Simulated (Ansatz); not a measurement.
# Gap against volume in AlN/GaN superlattice along [0001] (80 atoms)

The cell holds 80 atoms: 32 Al, 40 N and 8 Ga. Cell: a = 6.202 Å, b = 6.202 Å, c = 24.926 Å, α = 90.0°, β = 90.0°, γ = 120.0°. It derives from AlN and GaN. The starting structure: Wurtzite lattice with in-plane constant 3.112 Å; 4 periods of AlN and 1 of GaN along [0001], 2 x 2 in-plane cells; the two parts stretched along z by 1.0 and 1.0536; no plane holds both Al and Ga; every coordinate displaced by a Gaussian of 0.02 Å. Regions: AlN, 64 atoms (32 Al and 32 N); GaN, 16 atoms (8 Ga and 8 N).

Calculated with Ansatz 0.2.0: Kohn-Sham DFT, LDA, PAW (set soft_1), plane waves; cutoff 420 eV, k-mesh 3×3×1, fermi-dirac smearing of 0.05 eV. The relaxed cell was scaled evenly and the atoms were relaxed at each volume. The gap is that between the highest filled and the lowest empty Kohn-Sham level on the run's k-points.

```
volume (Å³/atom)  gap (eV)
          9.3423               3.844
          9.7575                   ?
          10.069               3.436
          10.380               3.231
          10.692               3.031
          11.003               2.862
```

**Question.** Fit a straight line in ln V to the rows given and interpolate to the withheld row.

Worked fit:

A volume deformation potential makes the spacing linear in u = ln(V/V0), with V0 = 10.380 Å³ the relaxed volume; v is the spacing.

```
u = ln(V/V0)  v (eV)
   -0.105360  3.8443
  -0.0304598  3.4362
           0  3.2306
   0.0295586  3.0315
   0.0582694  2.8617
```

With n = 5: mean u = -0.00959838, mean v = 3.28086, Σ(u − ū)² = 0.015837, Σ(u − ū)(v − v̄) = -0.095891. Slope b = -0.095891 / 0.015837 = -6.0549; intercept a = v̄ − b ū = 3.2227.

At the withheld volume u = -0.06188, and v = a + b u.

Prediction at 9.7575: 3.597 eV. The run gave 3.617 eV, so the fit is low by 0.019 eV (0.53 % of the value).

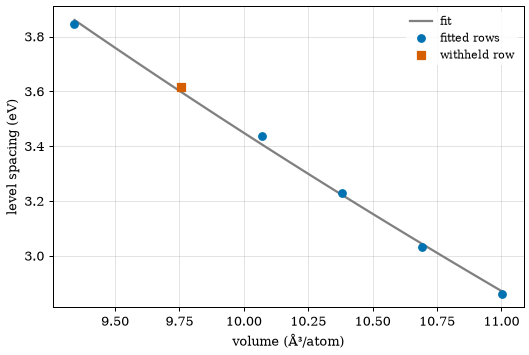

The fit, the rows that it rests on and the withheld row.

The slope, -6.05 eV, says that the spacing narrows on expansion. Among the rows given, the largest miss of the fit is at 10.069, by 0.029 eV (3.0 % of the range of the table).

Limits: The table spans 16 % in volume, wide for a linear law. Local or semilocal functionals tend to put gaps under measured ones. The mesh needn't hold the band edges.

[Logs are printed without paths, hosts, clocks, repeated set-up lines and the standing remarks that a program may print on its own settings, such as how far it seeks lower states.]

[Hosts, paths, dates, database ids (printed as entryN), source tags and the programs' standing remarks are cut or masked in the printed files.]
